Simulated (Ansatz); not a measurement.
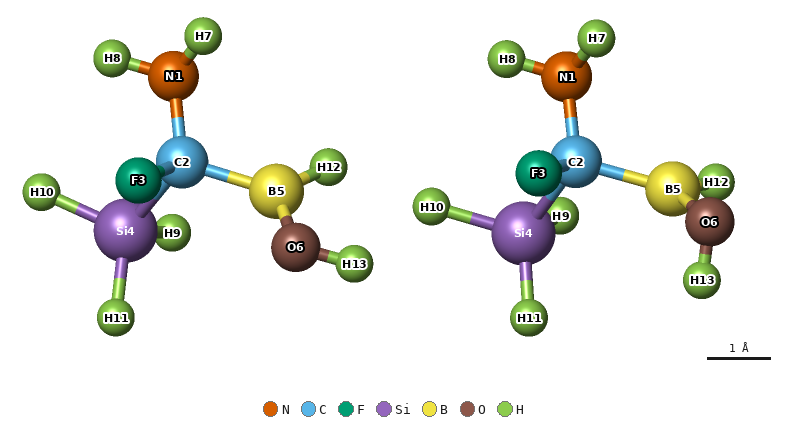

Two geometries of CH7BFNOSi, drawn at one scale. One is the start of a relaxation, the other its converged end. Style: ball-and-stick. Shown at a tilt.

These are results of RKS CAM-B3LYP-D4/6-31G* (Ansatz 0.2.0), not measurements. Set-up: no spin polarisation; force threshold 0.015 eV/Å; at most 40 steps.

Q: Which of the two is the end point?

A: The left one is the relaxed one. The run prepares an end point of a later path (torsion) calculation, from a guessed geometry. The largest move after the best rigid fit is that of H13, 0.78 Å. By element the largest moves are H 0.78 Å, O 0.56 Å, F 0.16 Å, B 0.14 Å, Si 0.09 Å, C 0.03 Å. Some distances before and after: B5–O6 1.485 → 1.348 Å, Si4–H11 1.398 → 1.481 Å, N1–H7 1.092 → 1.016 Å, C2–F3 1.371 → 1.433 Å. Bond angles that change, for instance: B5–O6–H13 103.4° → 112.4°, F3–C2–Si4 109.4° → 103.6°, C2–N1–H7 107.5° → 113.1°. Groups turn about B5–O6 by about 90°. Over 19 geometry steps the energy falls by 31.6 kcal/mol. Largest force component: 3.2 eV/Å at the start, 0.0079 eV/Å at the end. The run took 2.5 min on 2 threads of Intel(R) Xeon(R) Platinum 8259CL CPU @ 2.50GHz (Skylake/Cascade Lake) (shared host), peak memory 0.32 GiB.
